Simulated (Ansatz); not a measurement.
**Cu: response to strain**

Take Cu in the fcc (Cu type) structure (space group Fm-3m, No. 225; a = 3.577 Å; relaxed with 0.1 eV smearing) as the base. Axes: x, y, z lie along the cube axes.

Strains are applied to the cell and any free atomic positions relax.

Level of theory: Kohn–Sham DFT with the r2SCAN functional, run in Ansatz (a first-principles code) with PAW and 500 eV plane waves, no SOC.

Notes on the quantities. pressure: mean of the normal stresses, compression positive.

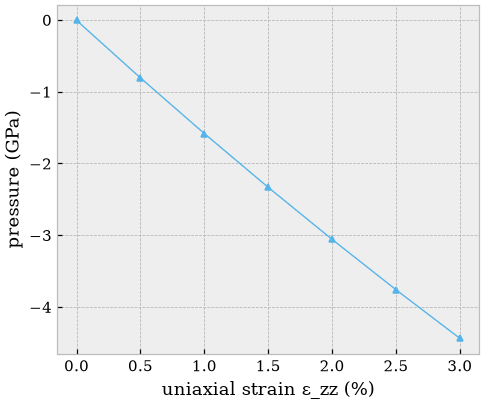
Pressure against uniaxial strain ε_zz

**Question.** From the plot, what is the pressure for uniaxial strain ε_zz = +1.00 %?

**Answer.** About -1.6 GPa.

**Question.** Is the trend monotonic over the range shown?

**Answer.** Yes, it falls throughout, spanning -4.4 GPa to 0.0 GPa.

Whether these cells are dynamically stable was not tested. All final runs are without spin polarisation.
